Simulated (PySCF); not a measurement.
# SiH2S (SMILES [SiH]S): CAM-B3LYP/cc-pVTZ (density fitting)

Aim: the vertical singlet–triplet gap of SiH2S at CAM-B3LYP/cc-pVTZ (density fitting), from 2 runs. Input form: a Python script.

The results are computed with PySCF 2.14.0.

2 further runs of the same task are left out: 2 set aside as unsound or not needed.

## Step 1: The system as given

The species is SiH2S (4 atoms), meant as a singlet with charge 0. SMILES: `[SiH]S`. The shape is that of a PBE0-D4/def2-TZVP optimisation.

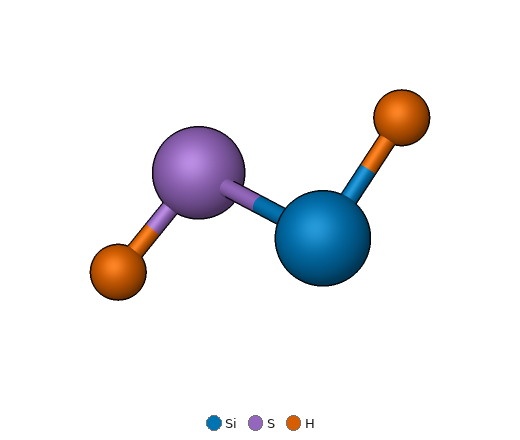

The structure, seen from a chosen angle (silicon blue, sulfur purple, hydrogen orange).

## Step 2: A single-point energy at CAM-B3LYP/cc-pVTZ (density fitting)

Contents of input.xyz:

```xyz
4

Si    -0.262800    -1.074400     0.161100
S      0.190500     0.958800    -0.206600
H      1.017500    -1.190800     0.981400
H     -0.889700     1.246000    -0.956200
```

Contents of run.py:

```python
# [SiH]S
from pyscf import gto, dft
from pyscf import df

system = gto.M(
    atom='input.xyz',
    basis='cc-pvtz',
    spin=0,
    verbose=4,
    max_memory=1860,
)

mf = dft.RKS(system)
mf.xc = 'cam-b3lyp'
mf = mf.density_fit(auxbasis=df.aug_etb(system, beta=2.0))
mf.grids.level = 4
mf.conv_tol = 1e-10
mf.kernel()
if not mf.converged:
    mf = mf.newton().run(mf.mo_coeff, mf.mo_occ)

energy = mf.e_tot
print(f'total energy: {energy:.8f} hartree')
```

Launch:

```
$ OMP_NUM_THREADS=1 python run.py
```

Log:

```text
PySCF version 2.14.0

[INPUT] num. atoms = 4
[INPUT] num. electrons = 32
[INPUT] charge = 0
[INPUT] spin (= nelec alpha-beta = 2S) = 0
[INPUT] symmetry False subgroup None
[INPUT] Mole.unit = angstrom
[INPUT] Symbol           X                Y                Z      unit          X                Y                Z       unit  Magmom
[INPUT]  1 Si    -0.262800000000  -1.074400000000   0.161100000000 AA   -0.496620025536  -2.030321748233   0.304434878667 Bohr   0.0
[INPUT]  2 S      0.190500000000   0.958800000000  -0.206600000000 AA    0.359992826730   1.811869408233  -0.390417417335 Bohr   0.0
[INPUT]  3 H      1.017500000000  -1.190800000000   0.981400000000 AA    1.922796331745  -2.250285869132   1.854577218648 Bohr   0.0
[INPUT]  4 H     -0.889700000000   1.246000000000  -0.956200000000 AA   -1.681289333026   2.354598751208  -1.806956120309 Bohr   0.0

[... 77 lines left out ...]
converged SCF energy = -688.907110724169
total energy: -688.90711072 hartree
```

Wall time 6.6 s (1 thread of Arm Neoverse V2, shared host); peak memory 0.41 GiB.

## Step 3: The triplet

Contents of run.py:

```python
from pyscf import gto, dft
from pyscf import df

molecule = gto.M(
    atom='''
Si    -0.496620    -2.030322     0.304435
S      0.359993     1.811869    -0.390417
H      1.922796    -2.250286     1.854577
H     -1.681289     2.354599    -1.806956
''',
    max_memory=1860,
    charge=0,
    basis='cc-pvtz',
    spin=2,
    verbose=4,
    unit='bohr',
)

ks = dft.UKS(molecule)
ks.xc = 'cam-b3lyp'
ks = ks.density_fit(auxbasis=df.aug_etb(molecule, beta=2.0))
ks.grids.level = 4
ks.conv_tol = 1e-10
ks.kernel()
if not ks.converged:
    ks = ks.newton().run(ks.mo_coeff, ks.mo_occ)

e_tot = ks.e_tot
print('E(%s) = %.9f' % ('CAM-B3LYP', e_tot))
```

Launch:

```
$ OMP_NUM_THREADS=1 python run.py
```

Log:

```text
PySCF version 2.14.0

[INPUT] num. atoms = 4
[INPUT] num. electrons = 32
[INPUT] charge = 0
[INPUT] spin (= nelec alpha-beta = 2S) = 2
[INPUT] symmetry False subgroup None
[INPUT] Mole.unit = bohr
[INPUT] Symbol           X                Y                Z      unit          X                Y                Z       unit  Magmom
[INPUT]  1 Si    -0.262799986487  -1.074400133230   0.161100064206 AA   -0.496620000000  -2.030322000000   0.304435000000 Bohr   0.0
[INPUT]  2 S      0.190500091691   0.958799783972  -0.206599779156 AA    0.359993000000   1.811869000000  -0.390417000000 Bohr   0.0
[INPUT]  3 H      1.017499824448  -1.190800069252   0.981399884296 AA    1.922796000000  -2.250286000000   1.854577000000 Bohr   0.0
[INPUT]  4 H     -0.889699823770   1.246000131655  -0.956199936335 AA   -1.681289000000   2.354599000000  -1.806956000000 Bohr   0.0

[... 58 lines left out ...]
WARN: HOMO -0.0975283572860226 >= LUMO -0.23954702183263
[... 58 lines left out ...]
converged SCF energy = -688.831936133283  <S^2> = 2.0053655  2S+1 = 3.0035749
E(CAM-B3LYP) = -688.831936133
```

Run time: 16 s. Hardware: 1 thread of Arm Neoverse V2, shared host; peak memory 0.41 GiB.

## Step 4: Results

At CAM-B3LYP/cc-pVTZ (density fitting):

```
                                        quantity          value
                           singlet: total energy  -688.90711 Eh
                          singlet: dipole moment         0.69 D
                            singlet: HOMO energy       -8.14 eV
                            singlet: LUMO energy       -1.39 eV
                          singlet: HOMO–LUMO gap        6.75 eV
                           triplet: total energy  -688.83194 Eh
                          triplet: dipole moment         1.28 D
     triplet: HOMO energy (highest over α and β)       -6.12 eV
      triplet: LUMO energy (lowest over α and β)       -3.49 eV
                                   triplet: ⟨S²⟩          2.005
vertical energy of the triplet above the singlet       2.046 eV
```

What this shows: At this shape the triplet lies 2.05 eV (197 kJ/mol) above the singlet. Mulliken charges (triplet) run from -0.16 on S2 to +0.10 on H4.
